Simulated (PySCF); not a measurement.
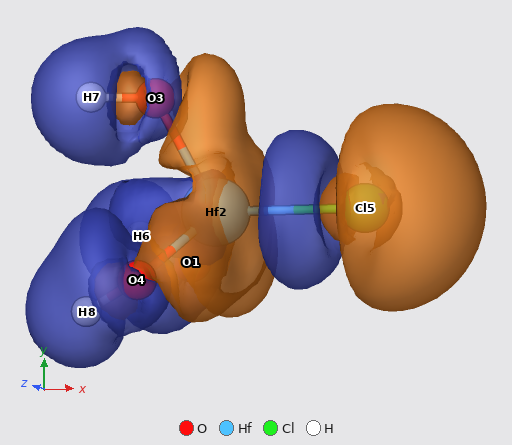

Figure 1: ClH3HfO3, SMILES `O[Hf](O)(O)Cl`. Change of the electron density in a uniform field of 0.21 V/Å, surfaces at ±0.001 e/Å³ (orange: gain, blue: loss).

PySCF calculation, PBE/def2-TZVP, gas phase; geometry: GFN2-xTB. Core potentials replace the inner electrons of Hf; spin–orbit coupling isn't included. This is a single-reference result, which may miss multireference character in this system. No frequency check shows the geometry to be a minimum. A basis without diffuse functions makes polarisabilities too small. GFN2-xTB bond lengths at metals and heavier atoms can be off by up to 0.1 Å and shapes distorted, which carries into these values.

Coordinates in Å:

```
O1      -0.9340   -0.5653   -1.5757
Hf2     -0.1164    0.0001    0.0002
O3      -0.9363    1.6462    0.2976
O4      -0.9366   -1.0819    1.2762
Cl5      2.1262    0.0000    0.0005
H6      -1.7670   -0.1432   -1.8120
H7      -1.7699    1.6388    0.7802
H8      -1.7694   -1.4971    1.0274
```

The field was applied in both directions; the picture shows the one opposite to the script's first.

Question: Along which Cartesian direction does the field point?

Answer: Along −x: electrons gather on the +x side, against the field.

Question: How large is the response?

Answer: The induced dipole is 0.70 D (along the field); α along this axis, from the fields in both directions, is 69 bohr³ (10.2 Å³).
